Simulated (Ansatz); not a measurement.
**A convergence test on PtSe2 (1T monolayer): k mesh of the density**

How far can the k mesh of the density be lowered for the gap of PtSe2 (1T monolayer)?

Program: Ansatz 0.2.0. Level of theory: DFT, PBE, plane waves, PAW. Results are calculated unless marked as measured.

**1. The starting structure**

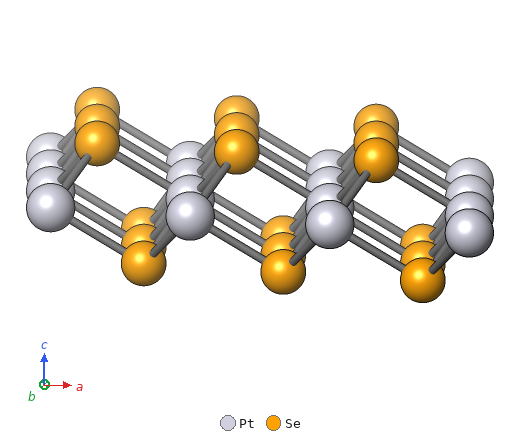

The cell as given, nearly edge on (platinum light grey, selenium orange). 3×3×1 cells are drawn. Some periodic images of atoms are drawn too.

The cell holds 3 atoms: 1 Pt and 2 Se. Cell: a = 3.750 Å, b = 3.750 Å, c = 30.062 Å, α = 90.0°, β = 90.0°, γ = 120.0°. Vacuum lies along c.

The structure was relaxed with PBE. The runs that relaxed it are not among those shown. Spin-orbit coupling is left out unless a step names it. The default PAW set here is soft_2. Its files were made with PBE. The Coulomb interaction is cut off across the vacuum.

**2. k mesh of the density: 3×3×1**

input.yaml

```yaml
crystal:
  lattice:
    - [3.7504539886, 0.0, 0.0]
    - [-1.8752269943, 3.2479884299, 0.0]
    - [0.0, 0.0, 30.0620632936]
  atoms:
    - { symbol: Pt, position: [0.0, 0.0, 0.2993806484] }
    - { symbol: Se, position: [0.3333333333, 0.6666666667, 0.3428075459] }
    - { symbol: Se, position: [0.6666666667, 0.3333333333, 0.2559537508] }
  periodic: [true, true, false]
kpoints:
  mp_grid: { grid: [3, 3, 1] }
  band_path:
    path:
      - [0.0, 0.0, 0.0]
      - [0.5, 0.0, 0.0]
      - [0.3333333333, 0.3333333333, 0.0]
      - [0.0333333333, 0.0333333333, 0.0]
      - [0.0, 0.25, 0.0]
      - [0.2, 0.0, 0.0]
    npoints: 1
hamiltonian:
  xc: pbe
scf:
  occupations: { method: fixed }
  n_extra_bands: 5
output:
  eigenvalues: true
  forces: true
  stress: true
  write_density: true
  write_potential: true
  elf: true
  volumetric_format: npy
```

The run is started by

```console
> ansatz run input.yaml --threads 3 --pin off --max-ram 92160MiB --backend cuda --events-out ev --progress --plain --runs-dir out --devices 1 --max-vram 13GiB  # rebuilt from the run's record
```

Numbers of over 12 decimals in the logs are rounded to 6 here.

What it wrote:

```text
scf.n_extra_bands = 5 over 25 filled bands (N_el = 50.0): the run solves 30 bands
GPUs: using 1 of 1 available (devices: 1).
Engine: ansatz 0.2.0, x86_64-unknown-linux-gnu
Pseudopotentials: kind: paw
Pseudopotential: Pt, paw, valence charge 18, recommended cutoff 420 eV (normal), Pt.paw.azcp
Pseudopotential: Se, paw, valence charge 16, recommended cutoff 420 eV (normal), Se.paw.azcp
Functional definition: PBE
  parameter kappa = 0.804
  parameter beta = 0.066725
  exchange = pbe_x(kappa = kappa, mu = beta*pi^2/3)
  correlation = pbe_c(beta = beta)
device memory: the entry about to start is reckoned to put 4.5 GiB on a device that reports 55.7 GiB free (of which the cap on the GPU budget leaves the run 13.0 GiB)
GPU FFT provider: cuFFT
GPU libraries: cuBLAS 13.8.2, cuFFT 12.4.0, cuSOLVER 12.3.4
Crystal: 3 atoms, lattice volume = 366.199 Å³
Basis set: ecut = 420 eV, 7157 PW (Γ), exchange–correlation on 54×54×432 points (8 copies of the dense FFT grid, shifted against one another)
Bands: 30, of which v1, the nominal top of the filled ones, is band 25 counted from 1 (24 counted from 0)
Symmetry: 12 space group operations
Space group: P-3m1 (ITA 164), of the structure as read, at distance tolerance 7.2e-5 Å
k-points: 3 of 9
Non-local potential: Pt, projectors of the file, l = 0: 3, l = 1: 2, l = 2: 2, l = 3: 1
Non-local potential: Se, projectors of the file, l = 0: 2, l = 1: 2, l = 2: 3, l = 3: 1
PAW form: soft (Blöchl's): semilocal exchange-correlation on the pseudo side does not see the compensation charge
PAW one-centre angular grid: Pt, 590 points (default); XC on 64 Gauss nodes
PAW one-centre angular grid: Se, 590 points (default); XC on 64 Gauss nodes
Initial density: superposition of atomic densities (neutral atoms: chi_scale 0, normalization atom), corrected by the library's trained network
Initial wavefunctions: pseudopotential atomic-orbital guess
GPU buffer pool allocated for 157464 grid points (all kernels)
GPU transforms: local potential and band sums: pruned to the plane-wave sphere, on 25×25×216
Functional: x = pbe(κ = 0.804, μ = 0.219515), c = pbe(β = 0.066725)
SCF iter   1: F=—  HF=-23462.464338 eV  |F-HF|=—  |Δ(HF+E_count)|=         —  Δρ=1.08e-3  dr2=3.87e-3  ethr=1.77e-3  ⟨swp⟩=6.3  Hψ=376  notcnv=0  defer=9
preconditioner: auto → Resta (q_TF=auto, 1.958 Å⁻¹)  ε∞=2.0  [insulator: Δε(μ)=1.799 eV  Ē_g=9.329 eV  n_scr=36 (ndim 8)  ℏωp=9.1 eV  f_vac=0.793  ε∞_Penn≈2.0  vacuum switching on, ρ_ref=6.3e-3 e/Å³]
SCF iter   2: F=—  HF=-23462.455811 eV  |F-HF|=—  |Δ(HF+E_count)|=   8.53e-3  Δρ=4.87e-4  dr2=1.15e-3  ethr=7.75e-6  ⟨swp⟩=4.0  Hψ=256  notcnv=0  defer=9
SCF iter   3: F=—  HF=-23462.456144 eV  |F-HF|=—  |Δ(HF+E_count)|=   3.33e-4  Δρ=4.68e-4  dr2=1.47e-3  ethr=2.30e-6  ⟨swp⟩=3.0  Hψ=142  notcnv=0  defer=9
SCF iter   4: F=—  HF=-23462.455955 eV  |F-HF|=—  |Δ(HF+E_count)|=   1.89e-4  Δρ=6.82e-5  dr2=1.75e-5  ethr=2.30e-6  ⟨swp⟩=3.0  Hψ=136  notcnv=0  defer=9
SCF iter   5: F=—  HF=-23462.456201 eV  |F-HF|=—  |Δ(HF+E_count)|=   2.46e-4  Δρ=2.90e-5  dr2=2.67e-6  ethr=3.49e-8  ⟨swp⟩=4.0  Hψ=212  notcnv=0  defer=9
SCF iter   6: F=-23462.456204 eV  HF=-23462.456204 eV  |F-HF|=1.76e-7  |Δ(HF+E_count)|=   2.48e-6  Δρ=3.91e-6  dr2=9.14e-8  ethr=2.00e-10  ⟨swp⟩=28.3  Hψ=1040  notcnv=0
SCF 1 converged in 6 iterations: F = -23462.456204 eV  dr2 = 9.14e-8
[...]
device memory: the entry about to start is reckoned to put 3.1 GiB on a device that reports 56.7 GiB free (of which the cap on the GPU budget leaves the run 13.0 GiB)
NSCF: frozen V_eff on 6 k-points
WARN: The input density's exchange-correlation potential varies sharply where the density is thin. Do not read a vacuum level from v_tot or v_xc, or from such a field of the output density. On a cell that repeats whose density bears no net charge and no dipole along the vacuum's axis use v_es (v_loc + v_h of the components); under efield.dipole_correction with no amplitude use v_es + v_field, which holds any external [...]
SCF converged after 6 iterations
Free energy (F): -23462.456204 eV
Harris-Foulkes:  -23462.456204 eV  (|F-HF|=1.76e-7)
Internal energy: -23462.456204 eV  (E = F + TS)
E sigma→0 (E₀):  -23462.456204 eV
Fermi energy:    -5.594897 eV
--- Per-component energies (eV) ---
  E_band       = -1840.071293
  E_kinetic    = 872.181401
  E_local      = -121794.560873  (includes V_loc(G=0)·N_el)
  E_nonlocal   = -990.809056
  E_hartree    = 60212.178073
  E_xc         = -469.359311
  E_vxc        = -498.052336  (∫ρ·V_xc dr)
  E_paw        = -13277.774711  (= ΣΔE_a)
  E_vpaw       = 146.885661  (= ΣTr[D̂ρ^β])
  E_aug_tail   = -0.001008  (compensation charges beyond the density's cutoff)
  E_ewald      = 51985.689281
  E_smearing   = -0.000000  (= −TS)
  E_closure    = -0.000000  (closes the sum)
  Σ components = -23462.456204   (vs F -23462.456204, Δ=0.00e0)
--- Forces (eV/Å), atoms counted from 1 ---
  atom   1  Pt     0.00000000     0.00000000     0.00000000
  atom   2  Se    -0.00000000    -0.00000000    -0.07562327
  atom   3  Se     0.00000000     0.00000000     0.07562327
  max |Σ_I F_I| component: 4.63e-18 eV/Å
--- 2D stress c σ (N/m, compression-positive) ---
       -0.097964       0.000000       0.000000
        0.000000      -0.097964       0.000000
        0.000000       0.000000       0.000000
  P = ½ c Tr σ = -0.0980 N/m
--- Band table (eV) ---
  k-point 0: bands = [... 21 lower, -6.7594, -6.1913, -5.5949, -5.5949, -2.6307, -2.6307, -1.1289 (-1.1290°), -0.4025, ... 1 higher]
  k-point 1: bands = [... 21 lower, -7.7923, -6.9068, -6.4262, -6.1308, -3.8263, -2.9769, -0.6013, 0.8610, ... 1 higher]
  k-point 2: bands = [... 21 lower, -8.0271, -7.7339, -6.5359, -6.5359, -3.7826, -3.7826, 0.5124, 2.5360, ... 1 higher]
  ° read free of the cell's end (the report's vacuum.weakly_bound_levels)
```

Wall time 7.2 s (1 × NVIDIA H100 80GB HBM3 (shared by 6 runs) with 3 threads of AMD EPYC 7R13 (Zen 3), shared host); peak memory 1 GiB; 5.3 s of CPU time.

Numbers from this step:

- gap: 1.388 eV
- valence top at: k = (0.033, 0.033, 0.000)
- conduction bottom at: k = (0.000, 0.250, 0.000)
- least direct gap: 1.594 eV

The gap is indirect, with the least direct gap 0.21 eV higher.

**3. k mesh of the density: 6×6×1**

input.yaml: that of step 2 with these lines changed.

```diff
@@ -11,3 +11,3 @@
 kpoints:
-  mp_grid: { grid: [3, 3, 1] }
+  mp_grid: { grid: [6, 6, 1] }
   band_path:
```

What it wrote:

```text
[...]
GPUs: using 1 of 1 available (devices: 1).
[...]
GPU FFT provider: cuFFT
GPU libraries: cuBLAS 13.8.2, cuFFT 12.4.0, cuSOLVER 12.3.4
Crystal: 3 atoms, lattice volume = 366.199 Å³
Basis set: ecut = 420 eV, 7157 PW (Γ), exchange–correlation on 54×54×432 points (8 copies of the dense FFT grid, shifted against one another)
[...]
k-point 1: bands = [... 21 lower, -7.6326, -5.9263, -5.8684, -5.8189, -4.0742, -3.0912, -0.3863 (-0.3867°), -0.0529, ... 1 higher]
  k-point 2: bands = [... 21 lower, -7.9546, -7.0552, -6.5790, -6.2521, -3.9458, -3.1328, -0.7343, 0.7733, ... 1 higher]
  k-point 6: bands = [... 21 lower, -8.1949, -7.8905, -6.6769, -6.6769, -3.9179, -3.9179, 0.3761, 2.4462, ... 1 higher]
  ° read free of the cell's end (the report's vacuum.weakly_bound_levels)
[key lines of the parts left out:]
SCF converged after 7 iterations
Free energy (F): -23462.358999 eV
Fermi energy:    -5.746373 eV
P = ½ c Tr σ = 0.0035 N/m
```

Wall time 4.9 s (1 × NVIDIA H100 80GB HBM3 (shared by 6 runs) with 3 threads); peak memory 1.1 GiB.

This step gave:

```yaml
gap: 1.410 eV
valence_top_at: k = (0.033, 0.033, 0.000)
conduction_bottom_at: k = (0.000, 0.250, 0.000)
least_direct_gap: 1.550 eV
```

The gap is 1.410 eV, +0.021 eV from the run before at this level.

**4. k mesh of the density: 12×12×1 (the default)**

input.yaml, the sections that differ from step 3:

```yaml
kpoints:
  mp_grid: { grid: [12, 12, 1] }
  band_path:
    path:
      - [0, 0, 0]
      - [0.5, 0, 0]
      - [0.3333333333333, 0.3333333333333, 0]
      - [0, 0, 0]
    npoints: 10
scf:
  occupations: { method: fermi_dirac, width: 0.02 }
  n_extra_bands: 5
# crystal, hamiltonian, output: as in step 3
```

What it wrote:

```text
[...]
GPUs: using 1 of 1 available (devices: 1).
[...]
GPU FFT provider: cuFFT
GPU libraries: cuBLAS 13.8.2, cuFFT 12.4.0, cuSOLVER 12.3.4
Crystal: 3 atoms, lattice volume = 366.199 Å³
Basis set: ecut = 420 eV, 7157 PW (Γ), exchange–correlation on 54×54×432 points (8 copies of the dense FFT grid, shifted against one another)
[...]
k-point 1: bands = [... 21 lower, -7.1665, -6.1457, -5.7729, -5.7372, -3.2569, -2.8861, -0.9435 (-0.9437°), -0.3292, ... 1 higher]
  k-point 2: bands = [... 21 lower, -7.6247, -5.9202, -5.8633, -5.8116, -4.0668, -3.0834, -0.3828 (-0.3833°), -0.0509, ... 1 higher]
  k-point 18: bands = [... 21 lower, -8.1874, -7.8829, -6.6697, -6.6697, -3.9115, -3.9115, 0.3833, 2.4510, ... 1 higher]
  ° read free of the cell's end (the report's vacuum.weakly_bound_levels)
[key lines of the parts left out:]
SCF converged after 6 iterations
Free energy (F): -23462.359831 eV
Fermi energy:    -5.022155 eV
P = ½ c Tr σ = -0.0186 N/m
```

Run time: 4.8 s. Hardware: 1 × NVIDIA H100 80GB HBM3 (shared by 6 runs) with 3 threads; peak memory 1.1 GiB; 5.2 s of CPU time.

This step gave:

* gap: 1.409 eV
* valence top at: k = (0.033, 0.033, 0.000)
* conduction bottom at: k = (0.000, 0.250, 0.000)
* least direct gap: 1.552 eV

The gap is 1.409 eV, −0.001 eV from the run before at this level.

**5. The series**

Differences are against the last row; a negative gap means that bands overlap, and a run with a band path holds that path's time. Times are wall times on 1 × NVIDIA H100 80GB HBM3 (shared by 6 runs) with 3 threads of AMD EPYC 7R13 (Zen 3), shared host, good to a factor of about two.

```
k mesh of the density  gap (eV)  direct gap (eV)  gap error (eV)  energy error (meV/atom)  irreducible k   time
                3×3×1     1.388            1.594          −0.020                    −32.1              3  7.2 s
                6×6×1     1.410            1.550          +0.001                     +0.3              7  4.9 s
              12×12×1     1.409            1.552          +0.000                     +0.0             19  4.8 s
```

**6. Results**

| Property | Result |
| --- | --- |
| 3×3×1 | 1.388 eV |
| 6×6×1 | 1.410 eV |
| 12×12×1 | 1.409 eV |

**Reading.** The gap holds to 0.02 eV from 6×6×1 on. At 3×3×1 the gap is off by −0.020 eV and the energy by −32 meV/atom. The gap is read over the mesh and added points near the edges, so meshes differ mainly through the density and, for a hybrid, the exchange operator. The runs have no spin polarisation. For a closed low-spin shell that is the natural state; where a d or f shell is open it is a constraint, and the gap is then not the crystal's own.

[Paths, hosts, dates, memory and timing lines, banners, echoed tables and standing remarks are left out of the program output.]

[Logs are printed without paths, hosts, clocks, repeated set-up lines and the standing remarks that a program may print on its own settings, such as how far it seeks lower states.]

[Runs of the session that timed out or met a known fault of the program may be left out.]

[Cells called generated may have been cut or substituted from an entry of the Crystallography Open Database or the Materials Project.]

[Hosts, paths, dates, database ids (printed as entryN), source tags and the programs' standing remarks are cut or masked in the printed files.]
